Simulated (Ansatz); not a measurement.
# BW3: one candidate of a structure search, part 2 of 2

Aim: relax a trial structure of BW3 and see where it ends.

Ansatz 0.2.0; DFT PBE, scalar-relativistic, plane waves, PAW. The steps go on from the part before.

## (4) Relaxation on the finer mesh

The end of the coarse run is made exact in the group found at a tolerance of 0.06 Å and reduced to its primitive cell.

The input, input.yaml:

```yaml
crystal:
  lattice:
    - [-2.5197387137, 2.5197387137, 2.5197387137]
    - [2.5197387137, -2.5197387137, 2.5197387137]
    - [2.5197387137, 2.5197387137, -2.5197387137]
  atoms:
    - { symbol: B, position: [0.0, 0.0, 0.0] }
    - { symbol: W, position: [0.0, 0.5, 0.5] }
    - { symbol: W, position: [0.5, 0.0, 0.5] }
    - { symbol: W, position: [0.5, 0.5, 0.0] }
basis:
  ecutwfc: 420
kpoints:
  mp_grid: { grid: [14, 14, 14] }
hamiltonian:
  xc: pbe
scf:
  occupations: { method: gaussian, width: 0.1 }
output:
  forces: true
  stress: true
  eigenvalues: true
  write_density: true
  write_potential: true
  elf: true
  volumetric_format: npy
relax:
  adjacent_minimum: "off"
  f_tol: 0.01
  max_steps: 80
  cell: { stress_tol: 0.05 }
```

On the command line:

```console
$ ansatz run input.yaml --threads 1 --pin off --max-ram 2560MiB --backend cpu --events-out ev --progress --plain --runs-dir out
```

Log:

```text
Warning: RAYON_NUM_THREADS=1 ignored (pool sized by the plan → 1); use --threads N
Engine: ansatz 0.2.0, aarch64-unknown-linux-gnu
Pseudopotentials: kind: paw
Pseudopotential: B, paw, valence charge 3, recommended cutoff 420 eV (normal), B.paw.azcp
Pseudopotential: W, paw, valence charge 14, recommended cutoff 420 eV (normal), W.paw.azcp
Functional definition: PBE
  parameter kappa = 0.804
  parameter beta = 0.06672455060314922
  exchange = pbe_x(kappa = kappa, mu = beta*pi^2/3)
  correlation = pbe_c(beta = beta)
Crystal: 4 atoms, lattice volume = 63.992 Å³
Basis set: ecut = 420 eV, 1253 PW (Γ), exchange–correlation on 60×60×60 points (8 copies of the dense FFT grid, shifted against one another)
Bands: 27, of which v1, the nominal top of the filled ones, is band 23 counted from 1 (22 counted from 0)
Symmetry: 48 space group operations
Space group: Im-3m (ITA 229), of the structure as read, at distance tolerance 4.0e-5 Å
k-points: 104 of 2744
Non-local potential: B, projectors of the file, l = 0: 2, l = 1: 2, l = 2: 1
Non-local potential: W, projectors of the file, l = 0: 3, l = 1: 2, l = 2: 2, l = 3: 1
PAW form: soft (Blöchl's): semilocal exchange-correlation on the pseudo side does not see the compensation charge
PAW one-centre angular grid: B, 110 points (default); XC on 64 Gauss nodes
PAW one-centre angular grid: W, 590 points (default); XC on 64 Gauss nodes
Initial density: superposition of atomic densities (neutral atoms: chi_scale 0, normalization atom), corrected by the library's trained network
Initial wavefunctions: pseudopotential atomic-orbital guess
Functional: x = pbe(κ = 0.804, μ = 0.2195149727645171), c = pbe(β = 0.06672455060314922)
SCF iter   1: F=—  HF=-31303.924991 eV  |F-HF|=—  |Δ(HF+E_count)|=         —  Δρ=4.81e-3  dr2=1.29e-2  ethr=1.77e-3  ⟨swp⟩=4.4  Hψ=11661  notcnv=0
preconditioner: auto → Kerker (q_TF=auto, 2.573 Å⁻¹)  [metal: Δε(μ)=0.008 eV  Ē_g=4.575 eV  σ=0.100 eV  W_gap=0.05  n_scr=18 (ndim 8)  ℏωp=21.3 eV  f_vac=0.000  D(μ)=5.08/eV (n_scr^D=54)]
SCF iter   2: F=—  HF=-31303.924064 eV  |F-HF|=—  |Δ(HF+E_count)|=   9.27e-4  Δρ=2.81e-3  dr2=3.96e-3  ethr=2.87e-5  ⟨swp⟩=1.0  Hψ=3640  notcnv=0
SCF iter   3: F=—  HF=-31303.923795 eV  |F-HF|=—  |Δ(HF+E_count)|=   2.69e-4  Δρ=2.79e-4  dr2=2.75e-5  ethr=8.80e-6  ⟨swp⟩=2.3  Hψ=4214  notcnv=0
SCF iter   4: F=—  HF=-31303.923807 eV  |F-HF|=—  |Δ(HF+E_count)|=   1.24e-5  Δρ=5.34e-5  dr2=1.13e-6  ethr=6.11e-8  ⟨swp⟩=2.4  Hψ=4213  notcnv=0
iter 5 did not close the SCF: its close was put off for the readings that it lacked (scf_convergence_deferred on its scf_iter line)
SCF iter   5: F=-31303.923807 eV  HF=-31303.923807 eV  |F-HF|=7.54e-9  |Δ(HF+E_count)|=   3.39e-7  Δρ=8.59e-6  dr2=3.78e-8  ethr=2.52e-9  ⟨swp⟩=2.1  Hψ=3713  notcnv=0
SCF iter   6: F=-31303.923807 eV  HF=-31303.923807 eV  |F-HF|=2.11e-10  |Δ(HF+E_count)|=   1.21e-8  Δρ=1.61e-6  dr2=1.12e-9  ethr=8.41e-11  ⟨swp⟩=7.3  Hψ=16944  notcnv=0
SCF 1 converged in 6 iterations: F = -31303.923807 eV  dr2 = 1.12e-9
relax step   1: F+E_penalty+E_count = -31303.92380728 eV  Δ(F+E_penalty+E_count) = +0.000e0 eV  max|allowed force component| = 1.757e-29 eV/Å  Δτ_max = 0.0000 Å  P = -1.716 GPa  Ω = 63.992 Å³  (6 SCF iters, dr2 threshold 1.00e-7 eV, accepted)
Crystal: 4 atoms, lattice volume = 62.793 Å³
Initial density: handed on by an earlier stage of this run
Initial wavefunctions: those handed on with the density
iter 1 solved again at ethr=3.69e-6 eV; its pass at ethr=3.10e-3 eV (dr2=1.66e-3 eV) is discarded
SCF iter   1: F=—  HF=-31303.922782 eV  |F-HF|=—  |Δ(HF+E_count)|=         —  Δρ=1.31e-3  dr2=1.41e-3  ethr=3.69e-6  ⟨swp⟩=2.0  Hψ=14351  notcnv=0
preconditioner: auto → Kerker (q_TF=auto, 2.581 Å⁻¹)  [metal: Δε(μ)=0.002 eV  Ē_g=4.659 eV  σ=0.100 eV  W_gap=0.01  n_scr=18 (ndim 8)  ℏωp=21.5 eV  f_vac=0.000  D(μ)=4.79/eV (n_scr^D=54)]
SCF iter   2: F=—  HF=-31303.922584 eV  |F-HF|=—  |Δ(HF+E_count)|=   1.99e-4  Δρ=7.51e-4  dr2=4.36e-4  ethr=3.14e-6  ⟨swp⟩=1.1  Hψ=2833  notcnv=0
SCF iter   3: F=—  HF=-31303.922485 eV  |F-HF|=—  |Δ(HF+E_count)|=   9.84e-5  Δρ=9.57e-5  dr2=5.60e-6  ethr=9.69e-7  ⟨swp⟩=2.0  Hψ=3816  notcnv=0
SCF iter   4: F=—  HF=-31303.922487 eV  |F-HF|=—  |Δ(HF+E_count)|=   2.22e-6  Δρ=1.71e-5  dr2=1.50e-7  ethr=1.24e-8  ⟨swp⟩=2.0  Hψ=3911  notcnv=0
iter 5 did not close the SCF: its close was put off for the readings that it lacked (scf_convergence_deferred on its scf_iter line)
SCF iter   5: F=-31303.922487 eV  HF=-31303.922487 eV  |F-HF|=1.60e-9  |Δ(HF+E_count)|=   3.42e-8  Δρ=3.54e-6  dr2=6.25e-9  ethr=3.34e-10  ⟨swp⟩=2.3  Hψ=3756  notcnv=0
SCF iter   6: F=-31303.922487 eV  HF=-31303.922487 eV  |F-HF|=2.18e-11  |Δ(HF+E_count)|=   2.35e-9  Δρ=4.16e-7  dr2=5.29e-11  ethr=1.39e-11  ⟨swp⟩=5.7  Hψ=15817  notcnv=0
SCF 2 converged in 6 iterations: F = -31303.922487 eV  dr2 = 5.29e-11
relax step   2: F+E_penalty+E_count = -31303.92248747 eV  Δ(F+E_penalty+E_count) = +1.320e-3 eV  max|allowed force component| = 1.558e-29 eV/Å  Δτ_max = 0.0000 Å  P = +2.301 GPa  Ω = 62.793 Å³  energy of the carried Pulay correction = +6.237e-4 eV  (6 SCF iters, dr2 threshold 4.00e-7 eV, rejected (line search))
Crystal: 4 atoms, lattice volume = 63.474 Å³
iter 1 solved again at ethr=1.21e-6 eV; its pass at ethr=3.10e-3 eV (dr2=5.45e-4 eV) is discarded
SCF iter   1: F=—  HF=-31303.927011 eV  |F-HF|=—  |Δ(HF+E_count)|=         —  Δρ=7.49e-4  dr2=4.75e-4  ethr=1.21e-6  ⟨swp⟩=2.0  Hψ=14312  notcnv=0
preconditioner: auto → Kerker (q_TF=auto, 2.576 Å⁻¹)  [metal: Δε(μ)=0.008 eV  Ē_g=4.608 eV  σ=0.100 eV  W_gap=0.04  n_scr=18 (ndim 8)  ℏωp=21.4 eV  f_vac=0.000  D(μ)=4.93/eV (n_scr^D=54)]
SCF iter   2: F=—  HF=-31303.926945 eV  |F-HF|=—  |Δ(HF+E_count)|=   6.58e-5  Δρ=4.23e-4  dr2=1.38e-4  ethr=1.05e-6  ⟨swp⟩=1.2  Hψ=2852  notcnv=0
SCF iter   3: F=—  HF=-31303.926913 eV  |F-HF|=—  |Δ(HF+E_count)|=   3.29e-5  Δρ=6.66e-5  dr2=3.03e-6  ethr=3.08e-7  ⟨swp⟩=2.0  Hψ=3776  notcnv=0
SCF iter   4: F=—  HF=-31303.926916 eV  |F-HF|=—  |Δ(HF+E_count)|=   3.18e-6  Δρ=1.50e-5  dr2=1.69e-7  ethr=6.73e-9  ⟨swp⟩=2.0  Hψ=3850  notcnv=0
SCF iter   5: F=—  HF=-31303.926916 eV  |F-HF|=—  |Δ(HF+E_count)|=  4.91e-10  Δρ=3.40e-6  dr2=7.79e-9  ethr=3.75e-10  ⟨swp⟩=2.0  Hψ=3795  notcnv=0
SCF iter   6: F=—  HF=-31303.926916 eV  |F-HF|=—  |Δ(HF+E_count)|=  7.39e-10  Δρ=4.71e-7  dr2=1.06e-10  ethr=1.73e-11  ⟨swp⟩=2.0  Hψ=3784  notcnv=0
SCF iter   7: F=-31303.926916 eV  HF=-31303.926916 eV  |F-HF|=3.64e-12  |Δ(HF+E_count)|=  1.82e-11  Δρ=8.25e-8  dr2=3.71e-12  ethr=1.00e-12  ⟨swp⟩=6.0  Hψ=12787  notcnv=0
SCF 3 converged in 7 iterations: F = -31303.926916 eV  dr2 = 3.71e-12
relax step   3: F+E_penalty+E_count = -31303.92691573 eV  Δ(F+E_penalty+E_count) = -3.108e-3 eV  max|allowed force component| = 1.930e-29 eV/Å  Δτ_max = 0.0000 Å  P = -0.030 GPa  Ω = 63.474 Å³  energy of the carried Pulay correction = +2.679e-4 eV  (7 SCF iters, accepted)
Initial wavefunctions: pseudopotential atomic-orbital guess (no wavefunctions were taken with the density)
iter 1 solved again at ethr=5.89e-9 eV; its pass at ethr=3.10e-3 eV (dr2=2.65e-6 eV) is discarded
SCF iter   1: F=—  HF=-31303.926639 eV  |F-HF|=—  |Δ(HF+E_count)|=         —  Δρ=2.10e-5  dr2=4.14e-8  ethr=5.89e-9  ⟨swp⟩=3.9  Hψ=20869  notcnv=0
preconditioner: auto → Kerker (q_TF=auto, 2.576 Å⁻¹)  [metal: Δε(μ)=0.004 eV  Ē_g=4.608 eV  σ=0.100 eV  W_gap=0.02  n_scr=18 (ndim 8)  ℏωp=21.4 eV  f_vac=0.000  D(μ)=4.92/eV (n_scr^D=54)]
SCF iter   2: F=—  HF=-31303.926644 eV  |F-HF|=—  |Δ(HF+E_count)|=   5.02e-6  Δρ=1.12e-5  dr2=1.11e-8  ethr=9.19e-11  ⟨swp⟩=2.2  Hψ=3711  notcnv=0
SCF iter   3: F=—  HF=-31303.926644 eV  |F-HF|=—  |Δ(HF+E_count)|=   1.02e-8  Δρ=5.71e-7  dr2=6.35e-11  ethr=2.46e-11  ⟨swp⟩=3.0  Hψ=5527  notcnv=0
iter 4 did not close the SCF: its close was put off for the readings that it lacked (scf_convergence_deferred on its scf_iter line)
SCF iter   4: F=-31303.926644 eV  HF=-31303.926644 eV  |F-HF|=7.28e-12  |Δ(HF+E_count)|=  3.27e-11  Δρ=7.67e-8  dr2=2.53e-12  ethr=1.00e-12  ⟨swp⟩=1.0  Hψ=2808  notcnv=0
iter 5 did not close the SCF: its close was put off for the readings that it lacked (scf_convergence_deferred on its scf_iter line)
SCF iter   5: F=-31303.926644 eV  HF=-31303.926644 eV  |F-HF|=7.28e-12  |Δ(HF+E_count)|=  7.28e-12  Δρ=1.55e-8  dr2=1.74e-13  ethr=1.00e-12  ⟨swp⟩=1.0  Hψ=2808  notcnv=0
iter 6 did not close the SCF: its close was put off for the readings that it lacked (scf_convergence_deferred on its scf_iter line)
SCF iter   6: F=-31303.926644 eV  HF=-31303.926644 eV  |F-HF|=7.28e-12  |Δ(HF+E_count)|=  1.82e-11  Δρ=3.13e-9  dr2=3.95e-15  ethr=1.00e-12  ⟨swp⟩=1.0  Hψ=2808  notcnv=0
iter 7 did not close the SCF: its close was put off for the readings that it lacked (scf_convergence_deferred on its scf_iter line)
SCF iter   7: F=-31303.926644 eV  HF=-31303.926644 eV  |F-HF|=1.46e-11  |Δ(HF+E_count)|=  2.55e-11  Δρ=7.66e-10  dr2=2.65e-16  ethr=1.00e-12  ⟨swp⟩=1.0  Hψ=2808  notcnv=0
SCF iter   8: F=-31303.926644 eV  HF=-31303.926644 eV  |F-HF|=2.91e-11  |Δ(HF+E_count)|=  7.28e-12  Δρ=1.38e-10  dr2=1.25e-17  ethr=1.00e-12  ⟨swp⟩=2.3  Hψ=7143  notcnv=0
SCF 4 converged in 8 iterations: F = -31303.926644 eV  dr2 = 1.25e-17
relax step   4: F+E_penalty+E_count = -31303.92664450 eV  Δ(F+E_penalty+E_count) = +2.712e-4 eV  max|allowed force component| = 1.631e-29 eV/Å  Δτ_max = 0.0000 Å  P = -0.032 GPa  Ω = 63.474 Å³  stress off target by 3.19e-2 GPa  SCF on the basis re-selected at this cell (its energy is not comparable with the rows above)  (8 SCF iters)
basis re-selected at this cell: Δ(F+E_penalty+E_count) = +2.712e-4 eV, ΔP = -0.002 GPa vs the last step (what re-selecting the basis moved, of the pressure what is left beyond the Pulay correction that the steps carried, after the strain that the cell walked since its last selection, with what the two solves' SCF thresholds leave and, on support functions, any second-order correction that the steps lacked; it is no measure of the basis error at this ecutwfc). This SCF's stress stands 3.19e-2 GPa from its target on what of the cell is left free (relax.cell.stress_tol is 5.00e-2 GPa) and its largest allowed force component is 1.63e-29 eV/Å (relax.f_tol is 1.00e-2 eV/Å): within both
SCF converged after 8 iterations
Free energy (F): -31303.926644 eV
Harris-Foulkes:  -31303.926644 eV  (|F-HF|=2.91e-11)
Internal energy: -31303.902048 eV  (E = F + TS)
E sigma→0 (E₀):  -31303.914346 eV
Entropy (-TS):   -0.024596 eV (-6.149 meV/atom)
Fermi energy:    17.554546 eV
--- Per-component energies (eV) ---
  E_band       = -412.361408
  E_kinetic    = 1390.062603
  E_local      = -2542.836674  (includes V_loc(G=0)·N_el)
  E_nonlocal   = 21.263092
  E_hartree    = 922.664974
  E_xc         = -827.241924
  E_vxc        = -747.217894  (∫ρ·V_xc dr)
  E_paw        = -25767.495327  (= ΣΔE_a)
  E_vpaw       = -378.962304  (= ΣTr[D̂ρ^β])
  E_aug_tail   = -0.000178  (compensation charges beyond the density's cutoff)
  E_ewald      = -4500.318612
  E_smearing   = -0.024596  (= −TS)
  E_closure    = 0.000000  (closes the sum)
  Σ components = -31303.926644   (vs F -31303.926644, Δ=0.00e0)
--- Forces (eV/Å), atoms counted from 1 ---
  atom   1  B     -0.00000000     0.00000000     0.00000000
  atom   2  W      0.00000000    -0.00000000     0.00000000
  atom   3  W      0.00000000     0.00000000    -0.00000000
  atom   4  W      0.00000000    -0.00000000     0.00000000
  max |Σ_I F_I| component: 5.66e-29 eV/Å
--- Stress (GPa, compression-positive) ---
       -0.031861      -0.000000       0.000000
       -0.000000      -0.031861      -0.000000
       -0.000000      -0.000000      -0.031861
  P = ⅓ Tr σ = -0.0319 GPa (-0.319 kbar)
--- Band table (eV; the first three rows and the last of 104) ---
  k-point 0: bands = ["-56.5322", "-56.2813", "-56.2813", "-21.5611", "-21.5611", "-21.5611", "-20.7164", "-20.7164", "-20.7164", "-19.7273", "-19.7273", "-19.7273", "7.7744", "12.4823", "12.4823", "12.4823", "12.9325", "13.2446", "13.2446", "17.5970", "17.5970", "17.5970", "19.3372", "19.3372", "19.7600", "19.7600", "19.7600"]
  k-point 1: bands = ["-56.5294", "-56.2841", "-56.2814", "-21.5615", "-21.5410", "-21.5399", "-20.7187", "-20.7159", "-20.7150", "-19.7532", "-19.7517", "-19.7279", "7.8505", "12.5010", "12.5295", "12.5492", "12.9623", "13.2783", "13.3264", "17.1476", "17.4259", "17.5791", "19.5007", "19.6033", "19.6588", "19.7956", "19.9390"]
  k-point 2: bands = ["-56.5212", "-56.2923", "-56.2816", "-21.5626", "-21.4818", "-21.4772", "-20.7250", "-20.7146", "-20.7111", "-19.8290", "-19.8233", "-19.7296", "8.0742", "12.5540", "12.6207", "12.7487", "13.0480", "13.4143", "13.5676", "16.3875", "17.0749", "17.5362", "19.3250", "19.4063", "19.8237", "19.8783", "20.9095"]
  k-point 103: bands = ["-56.4458", "-56.4458", "-56.2027", "-21.6141", "-21.6141", "-21.6141", "-20.6667", "-20.6667", "-20.6667", "-19.7364", "-19.7364", "-19.7364", "9.6671", "12.6228", "12.6228", "13.6233", "14.2189", "14.2189", "14.2189", "15.3154", "15.3154", "15.3154", "18.8319", "18.8319", "18.8319", "18.8997", "18.8997"]
--- Relaxed structure (3 steps of the walk, 2 accepted, 1 SCFs on fresh bases) ---
  F+E_penalty+E_count = -31303.92664450 eV   max|allowed force component| = 1.631e-29 eV/Å   (the final SCF, on the basis selected at the relaxed cell)
  cell:  # Å, volume = 63.4743 Å³
    - [-2.51292376358427, 2.51292376358427, 2.51292376358427]
    - [2.51292376358427, -2.51292376358427, 2.51292376358427]
    - [2.51292376358427, 2.51292376358427, -2.51292376358427]
  atoms:
    - { symbol: B, position: [-1.221961995220112e-48, -1.4821946423503204e-46, -1.2382548218230464e-46] }
    - { symbol: W, position: [1.2871738228768593e-35, 0.5, 0.5] }
    - { symbol: W, position: [0.5, 1.7083735597885896e-35, 0.5] }
    - { symbol: W, position: [0.5, 0.5, -8.046800943974499e-36] }
```

It took 41 s on 1 thread of Arm Neoverse V1, shared host; peak memory 0.43 GiB.

The steps of the relaxation:

| step | energy from step 1 (eV/cell) | largest force component (eV/Å) | pressure (GPa) | volume (Å³) |
| --- | --- | --- | --- | --- |
| 1 | 0.0000 | 0.0000 | -1.72 | 63.99 |
| 2 | 0.0013 | 0.0000 | 2.30 | 62.79 |
| 3 | -0.0031 | 0.0000 | -0.03 | 63.47 |
| 4 | -0.0028 | 0.0000 | -0.03 | 63.47 |

Step 1 is the start. Step 4 repeats the geometry before it on a plane-wave basis chosen anew for that cell, so its energy need not be comparable with the rows above. Step 2 was tried and not accepted.

Lengths and angles in the start's conventional setting:

|  | before | after | change |
| --- | --- | --- | --- |
| a (Å) | 5.039 | 5.026 | -0.3 % |
| b (Å) | 5.039 | 5.026 | -0.3 % |
| c (Å) | 5.039 | 5.026 | -0.3 % |
| volume (Å³/atom) | 16.00 | 15.87 | -0.8 % |
| shortest distance (Å) | 2.520 | 2.513 | -0.3 % |
| space group (0.01 Å) | Im-3m | Im-3m | same |

Forces and stress were held to the start's 48 operations: a distortion of lower symmetry was not tested.

Axes a, b and c in the maps are those of this run's conventional cell (a, b, c = 5.026, 5.026, 5.026 Å).

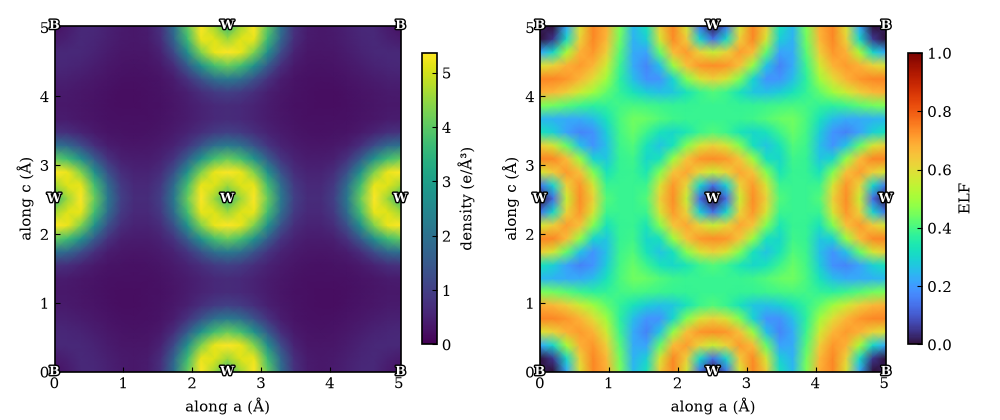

Density (left) and ELF (right) in a lattice plane of the grid's cell (edges 5.03 and 5.03 Å, at 0.000 of the third edge), which holds B and W. Only atoms in the plane are labelled. Both are smooth fields of the valence electrons: close to the nuclei they are not physical.

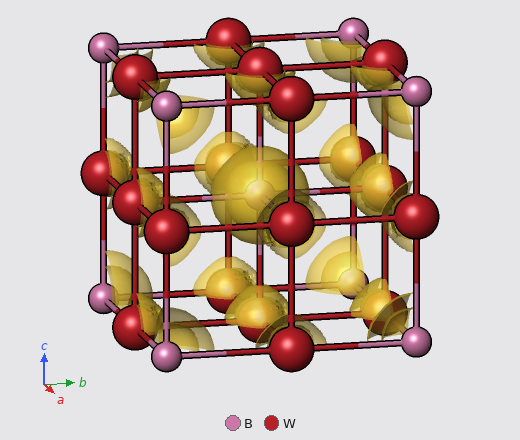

Surface of ELF = 0.68, drawn in one cell.

Outside the cores ELF peaks at 0.74 in the shell around B, 0.8 Å from B.

## (5) Variant: ecutwfc 700 eV

input.yaml, as its differences from that of step 4:

```diff
@@ -11,3 +11,3 @@
 basis:
-  ecutwfc: 420
+  ecutwfc: "700 eV"
 kpoints:
@@ -20,8 +20,4 @@
   forces: true
+  eigenvalues: true
   stress: true
-  eigenvalues: true
-  write_density: true
-  write_potential: true
-  elf: true
-  volumetric_format: npy
 relax:
```

On the command line:

```console
$ ansatz run input.yaml --threads 1 --pin off --max-ram 2560MiB --backend cpu --events-out ev --progress --plain --runs-dir out
```

Log, shortened:

```text
Warning: RAYON_NUM_THREADS=1 ignored (pool sized by the plan → 1); use --threads N
[...]
[... 4 set-up lines as earlier in the session ...]
[...]
Crystal: 4 atoms, lattice volume = 63.992 Å³
Basis set: ecut = 700 eV, 2731 PW (Γ), exchange–correlation on 80×80×80 points (8 copies of the dense FFT grid, shifted against one another)
Bands: 27, of which v1, the nominal top of the filled ones, is band 23 counted from 1 (22 counted from 0)
[... 2 set-up lines as earlier in the session ...]
k-points: 104 of 2744
[...]
SCF iter   1: F=—  HF=-31303.929907 eV  |F-HF|=—  |Δ(HF+E_count)|=         —  Δρ=4.88e-3  dr2=1.28e-2  ethr=1.77e-3  ⟨swp⟩=4.4  Hψ=11690  notcnv=0
[...]
        0.000000      -0.030447      -0.000000
        0.000000      -0.000000      -0.030447
  P = ⅓ Tr σ = -0.0304 GPa (-0.304 kbar)
--- Band table (eV; the first three rows and the last of 104) ---
[... band rows left out ...]
[...]
--- Relaxed structure (3 steps of the walk, 2 accepted, 1 SCFs on fresh bases) ---
  F+E_penalty+E_count = -31303.93166808 eV   max|allowed force component| = 7.133e-29 eV/Å   (the final SCF, on the basis selected at the relaxed cell)
  cell:  # Å, volume = 63.4702 Å³
    - [-2.51287029277058, 2.51287029277058, 2.51287029277058]
    - [2.51287029277058, -2.51287029277058, 2.51287029277058]
    - [2.51287029277058, 2.51287029277058, -2.51287029277058]
  atoms:
    - { symbol: B, position: [4.2542380574329817e-48, -1.4278852203405376e-46, -1.3681448561297767e-46] }
    - { symbol: W, position: [3.6211374765397396e-35, 0.49999999999999994, 0.49999999999999994] }
    - { symbol: W, position: [0.49999999999999994, 1.6093944340179038e-35, 0.49999999999999994] }
    - { symbol: W, position: [0.49999999999999994, 0.49999999999999994, -4.023486085043979e-36] }
```

It took 77 s on 1 thread of Arm Neoverse V1, shared host; peak memory 0.58 GiB.

```
    run     ending  energy change  pressure (GPa)  gap (eV)  force (eV/Å)  cycles  time
 step 4  converged              0             0.0      0.00          0.00       -  41 s
variant  converged  -1.3 meV/atom             0.0      0.00          0.00       -  77 s
```

Changing the cutoff moves the energy by -1.3 meV/atom. More plane waves (700 against 420 eV) lower the energy, so the reference carries about that much basis error.

## (6) What came out

The summary covers parts 1 to 2. Changes of volume or cell count from the first structure of part 1.

| quantity | value |
| --- | --- |
| symmetry at the end (tolerance 0.05 Å) | space group Im-3m (No. 229) |
| conventional cell | a = 5.026 Å, b = 5.026 Å, c = 5.026 Å, α = 90.00°, β = 90.00°, γ = 90.00° |
| volume | 15.87 Å³/atom |
| energy over the elements | +1.62 eV/atom |
| gap on the mesh | none (metal) |

What this shows: The space group Im-3m (No. 229) is kept, and the volume per atom grows by 4.5 % from the first guess. With a positive formation energy it can't be a ground state. No finished test with a distortion of lower symmetry is shown, so the end may be a saddle point. The runs treat W without spin-orbit coupling.
